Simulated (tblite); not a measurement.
# Nudged elastic band, with input and output: C4H8O4SSi

System: C4H8O4SSi, SMILES COC(=O)[Si@@H](OC=O)SC.
Method: GFN2-xTB climbing-image nudged elastic band, gas phase (tblite 0.8.0).

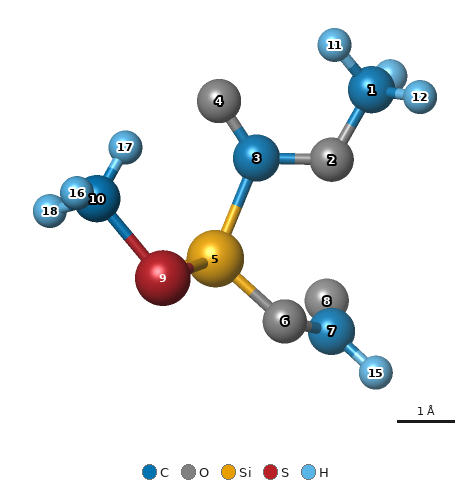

The structure (ball-and-stick view, seen at a tilt; atoms are numbered from 1 in the order of the input). Bond lengths as drawn: C–H 1.08 to 1.10 Å, C–O 1.19 to 1.43 Å, C–S 1.83 Å, C–Si 1.92 Å, H–Si 1.46 Å, O–Si 1.66 Å and S–Si 2.12 Å.

Summary:

| quantity | value |
| --- | --- |
| outcome | converged |
| forward barrier | 0.619 eV |
| hardware | 1 CPU thread, shared host |
| wall time | 10 s |
| peak memory | 0.19 GiB |

Input file:
```
{"job": {"xc": "GFN2-xTB", "basis": "xTB", "kind": "neb"}, "charge": 0, "multiplicity": 1}
C      2.780417     0.791187     0.042763
O      1.606657    -0.008563     0.158715
C      0.466129     0.465090    -0.333777
O      0.344017     1.547751    -0.856207
Si    -0.982301    -0.757316    -0.018712
O     -0.440727    -2.061764     0.845958
C      0.395169    -2.938769     0.336118
O      0.782742    -2.938267    -0.790620
S     -2.320879     0.114587     1.376511
C     -2.690444     1.676773     0.505596
H      2.502691     1.831426    -0.135926
H      3.332292     0.692150     0.975462
H      3.380454     0.421015    -0.789505
H     -1.607744    -1.146653    -1.274454
H      0.686059    -3.685538     1.092151
H     -3.154139     2.337082     1.229632
H     -1.774168     2.114556     0.126960
H     -3.377848     1.475511    -0.308290
```

The first line tells a small driver script what to run in tblite; the rest is the geometry in Å.

Run as:
```bash
OMP_NUM_THREADS=1 python <driver script> task.json out
```

Log:
```
image   E - E0 / eV
  0       0.0000
  1       0.0217
  2       0.2519
  3       0.6193
  4       0.1368
  5       0.0788
  6       0.0711
```
